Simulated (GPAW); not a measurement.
# Ti2NOS MXene monolayer: simulated STM images

Aim: Tersoff-Hamann images of Ti2NOS MXene monolayer at several biases.

Method: GPAW, PAW setups; layer in a repeated cell with vacuum, relaxation of atoms and in-plane cell, in the first sound run; inputs show where later runs differ, in GPAW 26.7.0.

## Step 1: Starting point

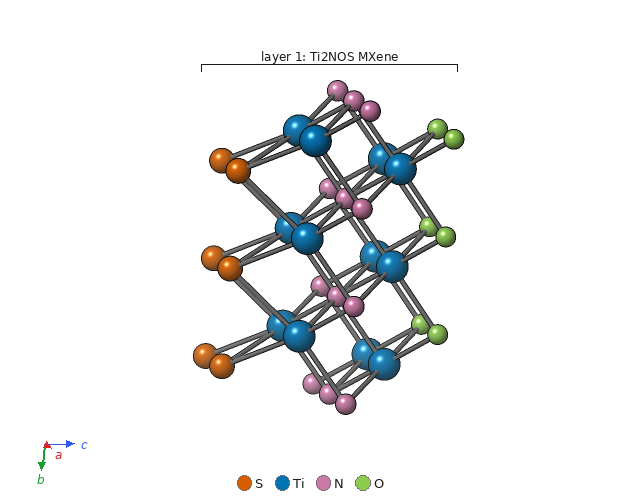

Start, viewed from the side, with the c axis across the page; sulfur orange, titanium blue, nitrogen pink, oxygen green. 2×3×1 cells are drawn. Some periodic images of atoms are drawn too.

The cell holds 5 atoms: 1 S, 2 Ti, 1 N and 1 O. Its edges and angles: a = 3.029 Å, b = 3.029 Å, c = 23.326 Å, α = 90.0°, β = 90.0°, γ = 120.0°. Vacuum lies along c.

Coordinates:

```cif
data_structure
_symmetry_space_group_name_H-M 'P 1'
_symmetry_Int_Tables_number 1
_cell_length_a 3.0287
_cell_length_b 3.0287
_cell_length_c 23.3256
_cell_angle_alpha 90.000
_cell_angle_beta 90.000
_cell_angle_gamma 120.000
_cell_volume 185.31
loop_
_atom_site_label
_atom_site_type_symbol
_atom_site_fract_x
_atom_site_fract_y
_atom_site_fract_z
_atom_site_occupancy
S1 S 0.33333 0.66667 0.38584 1
Ti2 Ti 0.66667 0.33333 0.46184 1
N3 N 0.00000 0.00000 0.51307 1
Ti4 Ti 0.33333 0.66667 0.56431 1
O5 O 0.66667 0.33333 0.61416 1
```

## Step 2: Relaxing the atoms

The atoms are relaxed first, since the surface dipole, and with it the work function, follows the positions of the outer layers.

run.py reads:

```python
import json
import numpy as np
from ase import Atoms
from ase.filters import FrechetCellFilter
from ase.optimize import BFGS
from gpaw import GPAW, PW

slab = Atoms(
    ['S', 'Ti', 'N', 'Ti', 'O'],
    positions=[
        [-0.00000, 1.74864, 9.00000],
        [1.51437, 0.87432, 10.77267],
        [0.00000, 0.00000, 11.96773],
        [-0.00000, 1.74864, 13.16279],
        [1.51437, 0.87432, 14.32565]],
    cell=[[3.02874, 0.0, 0.0], [-1.51437, 2.62297, 0.0], [0.0, 0.0, 23.3256]],
    pbc=[True, True, True])

slab.calc = GPAW(mode=PW(600), xc='PBE', kpts={'size': (12, 12, 1), 'gamma': True},
                 occupations={'name': 'fermi-dirac', 'width': 0.05}, nbands='160%',
                 convergence={'density': 1e-05}, maxiter=200,
                 symmetry={'tolerance': 1e-3}, txt='slab.txt')
result = {}
# The in-plane cell is free; stress needs a cell that repeats along all three vectors
path = []
opt = BFGS(FrechetCellFilter(slab, mask=[1, 1, 0, 0, 0, 1]), maxstep=0.2)
opt.attach(lambda: path.append((slab.get_potential_energy(), slab.positions.tolist(), slab.get_forces().tolist())))
result['relaxed'] = bool(opt.run(fmax=0.02, steps=45))
result['path'] = path
result['cell'] = slab.cell.tolist()
print('in-plane lattice', slab.cell.cellpar().round(4)[[0, 1, 5]])
energy = slab.get_potential_energy()
fermi = slab.calc.get_fermi_level()
v = slab.calc.get_electrostatic_potential().mean((0, 1)) - fermi
n = slab.calc.get_pseudo_density().mean((0, 1))
L = slab.cell[2, 2]
z = np.arange(len(v)) * L / len(v)
low, high = slab.positions[:, 2].min(), slab.positions[:, 2].max()
below, above = np.interp([low - 6.8, high + 6.8], z, v)
slopes = [np.interp(x, z, np.gradient(v, z)) for x in (low - 6.8, high + 6.8)]
eps = np.array([[slab.calc.get_eigenvalues(k, s) for k in range(len(slab.calc.get_ibz_k_points()))]
                for s in range(slab.calc.get_number_of_spins())]) - fermi
top, bottom = eps[eps < 0].max(), eps[eps > 0].min()
dipole = slab.get_dipole_moment()[2]
print(f'energy {energy:.4f} eV, Fermi level {fermi:.4f} eV, dipole {dipole:.5f} e A')
print(f'potential 6.8 A off the faces, from the Fermi level: lower {below:.4f} eV, upper {above:.4f} eV')
print(f'slope of the potential there: lower {slopes[0]:.5f}, upper {slopes[1]:.5f} eV/A')
print(f'nearest levels on the mesh: {top:.4f} and {bottom:.4f} eV')
print('magnetic moment', round(slab.get_magnetic_moment(), 3))
result.update(energy=energy, fermi=fermi, dipole=dipole, below=below, above=above, slopes=slopes, edges=[top, bottom],
              z=z.tolist(), v=v.tolist(), n=n.tolist(), positions=slab.positions.tolist(),
              forces=slab.get_forces(apply_constraint=False).tolist(), moments=slab.get_magnetic_moments().tolist())
json.dump(result, open('result.json', 'w'))
```

The run is started by

```sh
OMP_NUM_THREADS=1 OPENBLAS_NUM_THREADS=1 python run.py
```

The program printed:

```text
Step          Energy          fmax
BFGS:    0      -39.586970        3.453755
BFGS:    1      -39.893156        1.934325
BFGS:    2      -40.055746        0.809316
BFGS:    3      -40.069646        0.542529
BFGS:    4      -40.112161        0.366127
BFGS:    5      -40.123037        0.272752
BFGS:    6      -40.133151        0.176340
BFGS:    7      -40.139835        0.138678
BFGS:    8      -40.145890        0.089837
BFGS:    9      -40.149306        0.096226
BFGS:   10      -40.152879        0.072182
BFGS:   11      -40.154623        0.033289
BFGS:   12      -40.155217        0.019782
in-plane lattice [  3.0511   3.0511 120.    ]
energy -40.1474 eV, Fermi level -0.9849 eV, dipole -0.00521 e A
potential 6.8 A off the faces, from the Fermi level: lower 5.6195 eV, upper 5.6427 eV
slope of the potential there: lower -0.00494, upper -0.00481 eV/A
nearest levels on the mesh: -0.0297 and 0.1060 eV
magnetic moment 0.0
```

Wall time 23 min (1 thread of Arm Neoverse V1, shared host); peak memory 0.53 GiB.

This run has no spin polarisation, although Ti can carry a moment.

This step gave:

```
dipole along the normal                    : -0.005210 e·Å
levels nearest the Fermi level on the mesh : -0.02975, 0.1060 eV from the Fermi level
```

The electrostatic potential energy of an electron (without an applied field's), less the Fermi level, planar mean oscillates, so the rows of the table below give means over windows of 1 Å about each position, cut where the curve ends. Its maxima inside the range that stand out by 2 % of the span (Å: eV): 9.9: -4.91, 11.5: -6.95, 12.4: -6.67, 13.8: -11.6. Its minima: 9.2: -20.5, 10.7: -18.7, 11.9: -13.4, 13.2: -19.3, 14.1: -13.0.

Electrostatic potential energy of an electron (without an applied field's), less the Fermi level, planar mean against z; means over each step:

```tsv
z (Å)	electrostatic potential energy of an electron (without an applied field's), less the Fermi level, planar mean (eV)
0	5.63
1	5.63
2	5.62
3	5.62
4	5.61
5	5.61
6	5.60
7	5.51
8	3.53
9	-13.1
10	-8.21
11	-13.8
12	-9.69
13	-14.6
14	-10.9
15	3.65
16	5.61
17	5.66
18	5.66
19	5.65
20	5.65
21	5.64
22	5.64
23	5.63
```

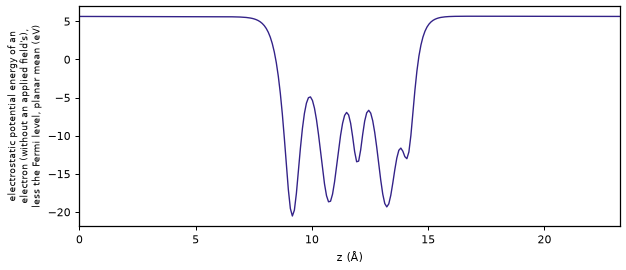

Electrostatic potential energy of an electron (without an applied field's), less the Fermi level, planar mean against z.

The pseudo valence density, planar mean oscillates, so the rows of the table below give means over windows of 2.5 Å about each position, cut where the curve ends. Its maxima inside the range that stand out by 2 % of the span (Å: e/Å³): 9.5: 0.526, 10.7: 1.51, 11.9: 0.723, 13.3: 1.52, 14.0: 0.968. Its minima: 9.8: 0.456, 11.4: 0.595, 12.4: 0.560, 13.8: 0.932.

Pseudo valence density, planar mean against z; means over each step:

```tsv
z (Å)	pseudo valence density, planar mean (e/Å³)
5.0	3.8e-5
7.5	0.0822
10.0	0.746
12.5	0.880
15.0	0.326
17.5	1.1e-4
```

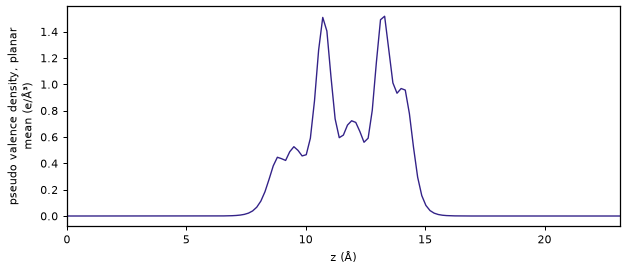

Pseudo valence density, planar mean, plotted against z.

The relaxation lowered the energy of the cell by 0.572 eV (energies extrapolated to zero smearing; the optimiser's log prints free energies). The largest force left on a free atom is 0.020 eV/Å.

## Step 3: Plane waves, PBE

With the geometry fixed, the planar mean of the potential gives the vacuum level on each side.

This step: GPAW, PAW setups; slab in vacuum (GPAW 26.7.0).

The cell differs from the one that the last finished run ended in (c 23.326 → 22.982 Å).

run.py reads:

```python
import json
import numpy as np
from ase import Atoms
from ase.dft.stm import STM
from gpaw import GPAW, PW

slab = Atoms(
    ['S', 'Ti', 'N', 'Ti', 'O'],
    positions=[
        [0.00000, 1.76154, 9.00000],
        [1.52554, 0.88077, 10.59020],
        [0.00000, 0.00000, 11.80525],
        [0.00000, 1.76154, 13.05813],
        [1.52554, 0.88077, 13.98159]],
    cell=[[3.05109, -0.0, 0.0], [-1.52554, 2.64232, 0.0], [0.0, 0.0, 22.9816]],
    pbc=[True, True, False])

slab.calc = GPAW(mode=PW(500), xc='PBE', kpts={'size': (12, 12, 1), 'gamma': True},
                 occupations={'name': 'fermi-dirac', 'width': 0.05}, nbands='160%',
                 convergence={'density': 1e-05}, maxiter=200,
                 poissonsolver={'dipolelayer': 'xy'},
                 symmetry={'tolerance': 1e-3}, txt='slab.txt')
result = {}
energy = slab.get_potential_energy()
fermi = slab.calc.get_fermi_level()
v = slab.calc.get_electrostatic_potential().mean((0, 1)) - fermi
n = slab.calc.get_pseudo_density().mean((0, 1))
L = slab.cell[2, 2]
z = np.arange(len(v)) * L / len(v)
low, high = slab.positions[:, 2].min(), slab.positions[:, 2].max()
below, above = np.interp([low - 6.8, high + 6.8], z, v)
slopes = [np.interp(x, z, np.gradient(v, z)) for x in (low - 6.8, high + 6.8)]
eps = np.array([[slab.calc.get_eigenvalues(k, s) for k in range(len(slab.calc.get_ibz_k_points()))]
                for s in range(slab.calc.get_number_of_spins())]) - fermi
top, bottom = eps[eps < 0].max(), eps[eps > 0].min()
dipole = slab.get_dipole_moment()[2]
print(f'energy {energy:.4f} eV, Fermi level {fermi:.4f} eV, dipole {dipole:.5f} e A')
print(f'potential 6.8 A off the faces, from the Fermi level: lower {below:.4f} eV, upper {above:.4f} eV')
print(f'slope of the potential there: lower {slopes[0]:.5f}, upper {slopes[1]:.5f} eV/A')
print(f'nearest levels on the mesh: {top:.4f} and {bottom:.4f} eV')
print('magnetic moment', round(slab.get_magnetic_moment(), 3))
result.update(energy=energy, fermi=fermi, dipole=dipole, below=below, above=above, slopes=slopes, edges=[top, bottom],
              z=z.tolist(), v=v.tolist(), n=n.tolist(), positions=slab.positions.tolist(),
              forces=slab.get_forces(apply_constraint=False).tolist(), moments=slab.get_magnetic_moments().tolist())

# Images need the states of the whole zone, up to time reversal
slab.calc = slab.calc.fixed_density(symmetry={'point_group': False}, txt='states.txt', nbands='280%',
                                    convergence={'bands': 'CBM+2.3'})
stm = STM(slab)
result['stm'] = []
for bias in [-1.5, 2.0]:
    height = high + 3.5
    current = stm.get_averaged_current(bias, height)
    x, y, h = stm.scan(bias, current)
    i, f = divmod(height / L * stm.ldos.shape[2], 1)
    I = abs((1 - f) * stm.ldos[:, :, int(i)] + f * stm.ldos[:, :, int(i) + 1])
    print(f'bias {bias} V: mean current at 3.5 A {current:.4e}, corrugation {np.ptp(h):.4f} A')
    result['stm'].append(dict(bias=bias, current=current, h=(h - high).tolist(), I=I.tolist()))
json.dump(result, open('result.json', 'w'))
```

The program printed:

```text
energy -39.3449 eV, Fermi level -0.9143 eV, dipole -0.00374 e A
potential 6.8 A off the faces, from the Fermi level: lower 5.5959 eV, upper 5.6731 eV
slope of the potential there: lower -0.00092, upper 0.00047 eV/A
nearest levels on the mesh: -0.0302 and 0.1082 eV
magnetic moment 0.0
bias -1.5 V: mean current at 3.5 A 6.9117e-07, corrugation 0.2609 A
bias 2.0 V: mean current at 3.5 A 4.1504e-06, corrugation 0.2240 A
```

It took 4.8 min on 1 thread; peak memory 0.73 GiB.

This step gave:

```yaml
dipole_along_the_normal: -0.003738 e·Å
levels_nearest_the_fermi_level_on_the_mesh: -0.03023, 0.1082 eV from the Fermi level
upper_work_function: 5.673 eV
lower_work_function: 5.596 eV
corrugation_minus_1p5: 0.2609 Å
corrugation_2: 0.2240 Å
```

The electrostatic potential energy of an electron (without an applied field's), less the Fermi level, planar mean oscillates, so the rows of the table below give means over windows of 2.5 Å about each position, cut where the curve ends. Its maxima inside the range that stand out by 2 % of the span (Å: eV): 9.8: -4.90, 11.3: -7.04, 12.3: -6.72, 13.7: -11.7. Its minima: 9.0: -20.5, 10.6: -18.7, 11.8: -13.6, 13.0: -19.2, 13.9: -13.0.

Table of electrostatic potential energy of an electron (without an applied field's), less the Fermi level, planar mean by z; means over each step:

```tsv
z (Å)	electrostatic potential energy of an electron (without an applied field's), less the Fermi level, planar mean (eV)
0.0	5.60
2.5	5.60
5.0	5.59
7.5	2.70
10.0	-12.7
12.5	-12.1
15.0	1.22
17.5	5.67
20.0	5.67
22.5	5.67
```

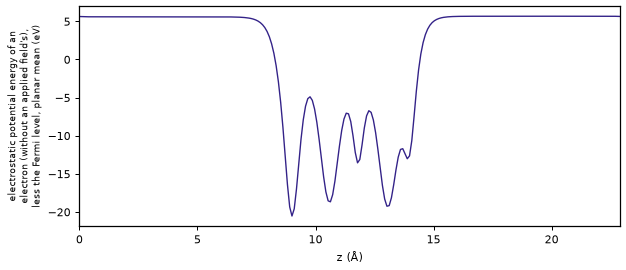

Electrostatic potential energy of an electron (without an applied field's), less the Fermi level, planar mean, plotted against z.

The pseudo valence density, planar mean oscillates, so the rows of the table below give means over windows of 2 Å about each position, cut where the curve ends. Its maxima inside the range that stand out by 2 % of the span (Å: e/Å³): 9.4: 0.524, 10.5: 1.49, 11.9: 0.717, 13.0: 1.53. Its minima: 9.8: 0.450, 11.3: 0.587, 12.3: 0.570.

The pseudo valence density, planar mean by z; means over each step:

```tsv
z (Å)	pseudo valence density, planar mean (e/Å³)
4	2.1e-6
6	8.6e-4
8	0.190
10	0.804
12	0.763
14	0.777
16	0.00734
18	7.5e-6
```

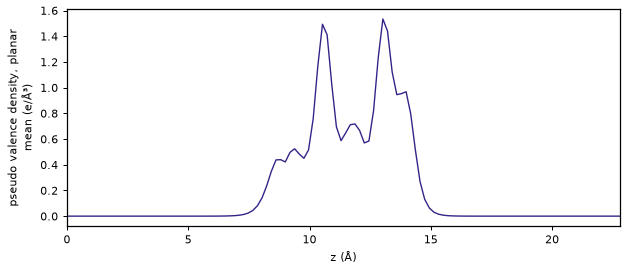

Pseudo valence density, planar mean, plotted against z.

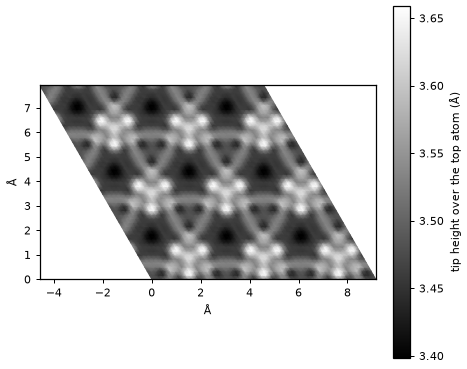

Tip height over the top atom over a1 and a2. Sample bias -1.5 V, constant current at the mean current 3.5 Å over the top atom. The cell is repeated, with its origin at the lower left corner.

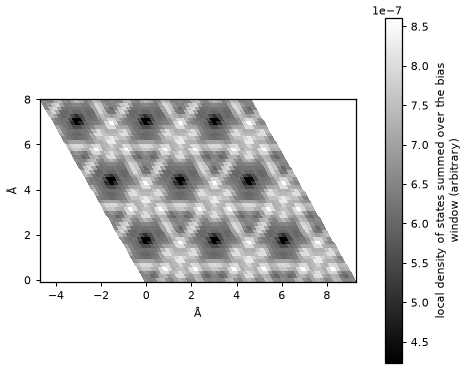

Local density of states summed over the bias window over a1 and a2. Sample bias -1.5 V, constant height 3.5 Å over the top atom. The cell is repeated, with its origin at the lower left corner.

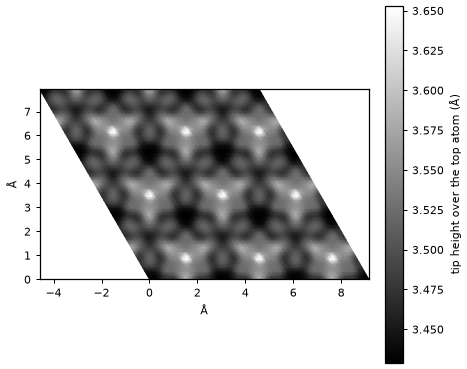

Tip height over the top atom over a1 and a2. Sample bias 2 V, constant current at the mean current 3.5 Å over the top atom. The cell is repeated, with its origin at the lower left corner.

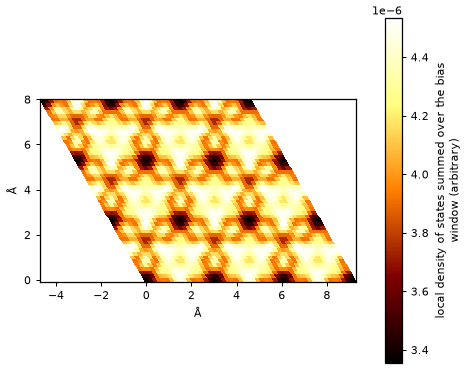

Local density of states summed over the bias window over a1 and a2. Sample bias 2 V, constant height 3.5 Å over the top atom. The cell is repeated, with its origin at the lower left corner.

Force by atom:

```tsv
atom	x (eV/Å)	y (eV/Å)	z (eV/Å)	size
S1	0.0000	0.0000	-0.0175	0.0175
Ti2	0.0000	0.0000	0.0012	0.0012
N3	0.0000	0.0000	0.0769	0.0769
Ti4	0.0000	0.0000	-0.0331	0.0331
O5	0.0000	0.0000	0.0133	0.0133
```

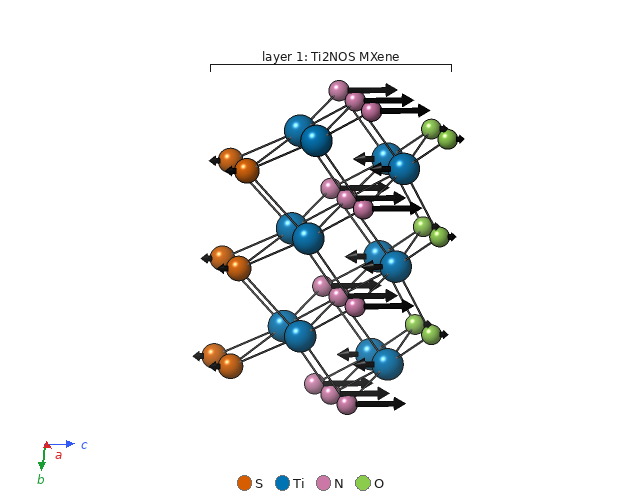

Force as arrows, the longest 0.0769 eV/Å. 2×3×1 cells are drawn. Some periodic images of atoms are drawn too.

The potential is flat to 9.2e-4 eV/Å where it is read, so the vacuum is wide enough.

## Step 4: What came out

```json
{"work function, upper and lower face": "5.673 and 5.596 eV", "dipole along the normal": "-0.00374 e Å", "corrugation at -1.5 V": "0.261 Å as printed, 0.19 Å or less without short-wave noise", "corrugation at 2 V": "0.224 Å as printed, 0.14 Å or less without short-wave noise"}
```

In words: At -1.5 V and 2 V GPAW's map carries short-wave noise, which can't be real at this height: without waves under 1.5 Å it spans 0.19 Å against 0.26 Å printed and 0.14 Å against 0.22 Å printed. The reading below uses the filtered value, which may still be too high. The corrugation at constant current is largest at -1.5 V, where the tip height varies by 0.19 Å over the cell. Negative sample bias images filled states, positive bias empty ones. The two faces differ by 0.077 eV, the step that the slab's dipole makes (e p/(ε0 A) gives 0.084 eV), so the dipole layer is needed. The images are of Tersoff-Hamann type: an s-wave tip, no tip-sample forces, heights closer than in a microscope. The cell holds an odd number of electrons, so without spin polarisation it must come out metallic and without a moment, whatever its true state. The layer's cell and atoms come from the relaxation; spin-orbit coupling and temperature are left out.

[Logs are printed without paths, hosts, clocks, repeated set-up lines and the standing remarks that a program may print on its own settings, such as how far it seeks lower states.]

[Hosts, paths, dates, database ids (printed as entryN), source tags and the programs' standing remarks are cut or masked in the printed files.]
